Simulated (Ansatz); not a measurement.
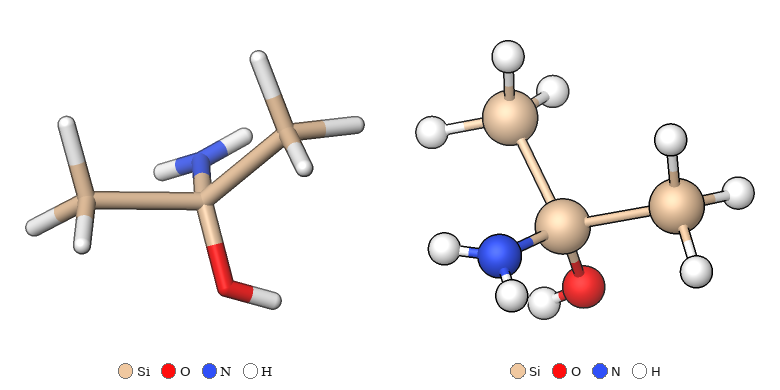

The same structure drawn twice, from different directions.

Computed geometry: PBE0-D4/def2-TZVP optimisation.

Question: Give the formula.

Answer: H₉NOSi₃, 14 atoms: 9 hydrogen, 1 nitrogen, 1 oxygen and 3 silicon.

Question: How many bonds of each kind are drawn?

Answer: 6 Si–H, 2 Si–Si, 2 N–H, 1 N–Si, 1 O–H, 1 O–Si. Sticks follow a distance rule.

The parts below concern this one geometry. Atoms keep their numbers from picture to picture.

**Shape**

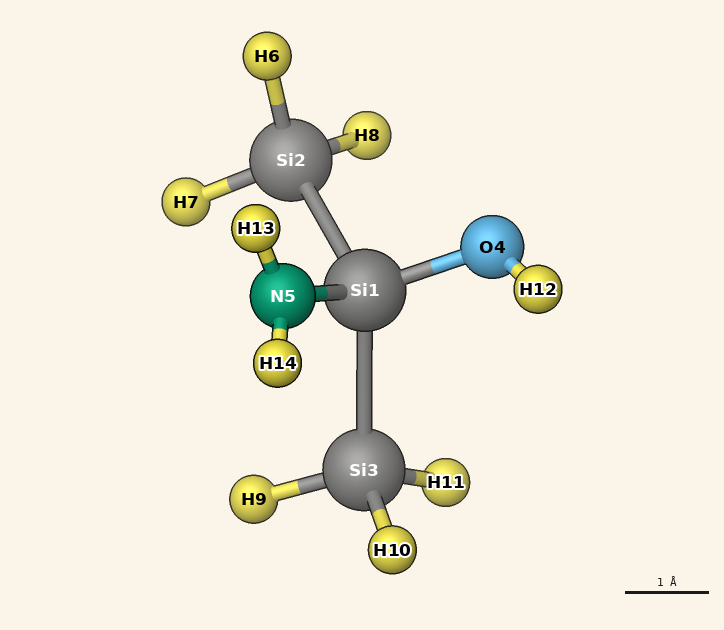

List the bonds and their lengths.

| bond | length (Å) |
| --- | --- |
| Si1–Si2 | 2.340 |
| Si1–Si3 | 2.350 |
| Si1–O4 | 1.660 |
| Si1–N5 | 1.715 |
| Si2–H6 | 1.491 |
| Si2–H7 | 1.489 |
| Si2–H8 | 1.487 |
| Si3–H9 | 1.488 |
| Si3–H10 | 1.494 |
| Si3–H11 | 1.488 |
| O4–H12 | 0.959 |
| N5–H13 | 1.007 |
| N5–H14 | 1.006 |

**Electronic properties**

Properties computed with RKS CAM-B3LYP-D4/def2-TZVPP (Ansatz 0.2.0).

Question: What is the dispersion correction?

Answer: −30.8 kJ/mol.

**Dipole moment**

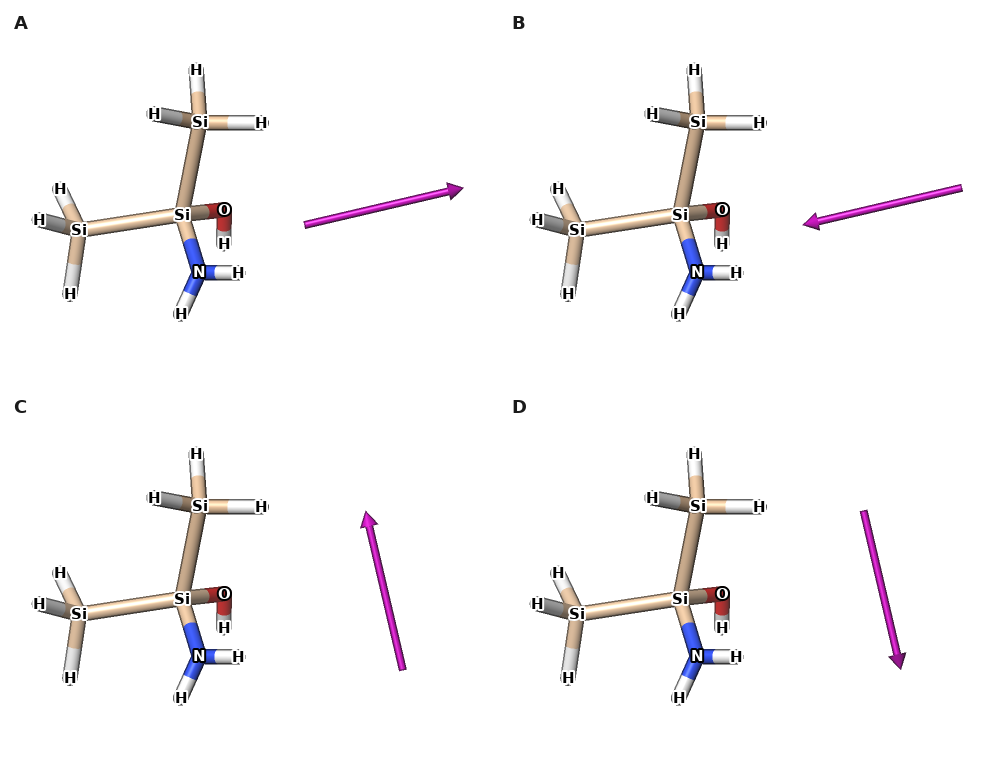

The same molecule four times, each with an arrow. Properties computed with RKS PBE0-D4/def2-TZVP (Ansatz 0.2.0).

Question: Which arrow points along the dipole moment, from the negative to the positive end?

Answer: D. The dipole moment is 2.44 D.

**Vibrations**

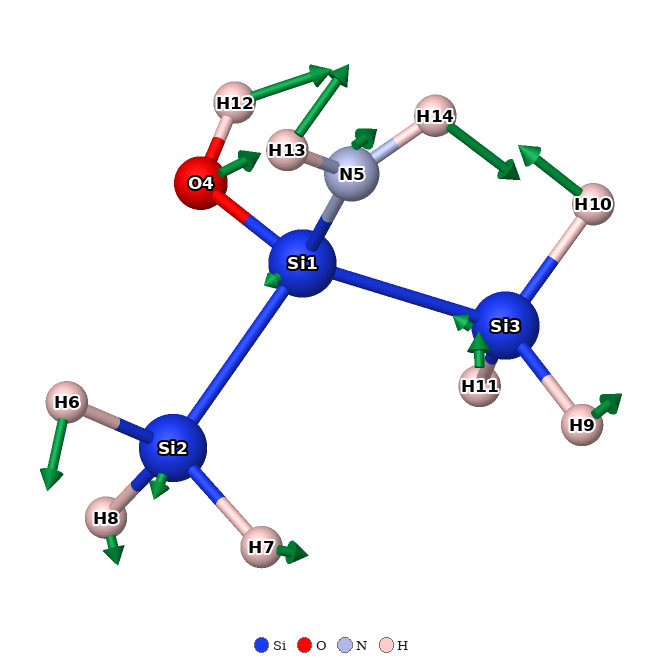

The arrows show one normal mode. Harmonic vibrations computed with RKS PBE0-D4/def2-TZVP (Ansatz 0.2.0) at a stationary point of the same level.

Question: At what wavenumber does it lie?

Answer: 207 cm⁻¹; it is mode 7 of 36 counted from the lowest.

**Charges**

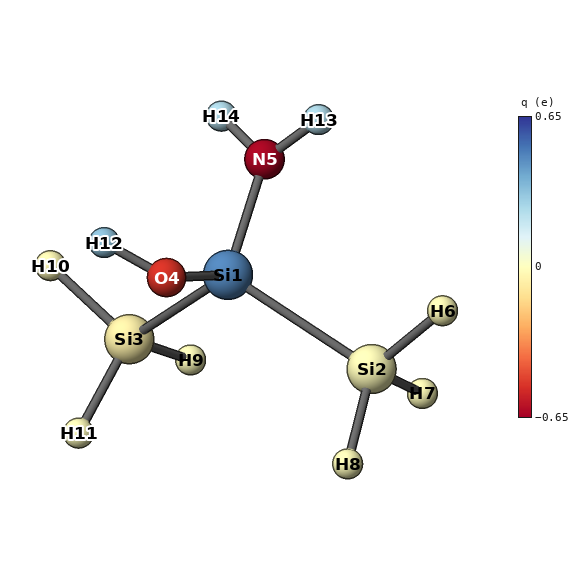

Atoms are coloured by their Mulliken charges. Properties computed with RKS PBE0-D4/def2-TZVP (Ansatz 0.2.0).

List the Mulliken charges.

```tsv
atom	value (e)
Si1	0.47
Si2	−0.01
Si3	−0.05
O4	−0.51
N5	−0.62
H6	−0.02
H7	−0.01
H8	−0.01
H9	−0.01
H10	−0.02
H11	−0.01
H12	0.32
H13	0.24
H14	0.24
```

Mulliken values depend strongly on the basis set and can even reverse the polarity of a bond.
